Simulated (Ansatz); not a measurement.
Computed with PBE (plane waves to 420 eV, PAW; Ansatz, a first-principles code).

Host crystal: 4H silicon carbide, with a band gap (PBE, scalar-relativistic without spin-orbit coupling).

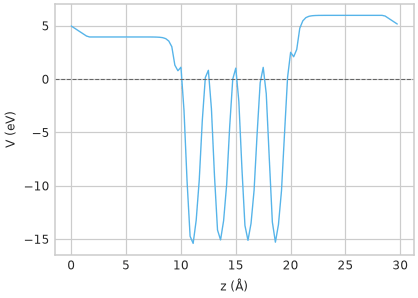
Figure. Plane-averaged electrostatic potential energy along the normal, in eV from the highest filled level, for the (0001) surface of 4H silicon carbide (H on every top atom; a constructed slab, bottom: 1 H on 1 bottom sites)

Slab: 90 atoms, 10.8 Å thick at the start with caps and adatoms (thin: gaps and levels are the slab's own); k 3x3x1, smearing 0.01 eV, dipole-corrected; 9 atoms held, the rest relaxed; start symmetry kept, larger cells not searched; no spin, no spin-orbit, no U.

The surface cell has an area of 74.62 Å². What dipole along the normal does the step between the two vacuum levels imply?

the top vacuum level lies 2.03 eV above the bottom one; p = −ε₀ A ΔV (ε₀ = 0.005526 e/(V·Å)) gives -0.84 e·Å a cell.
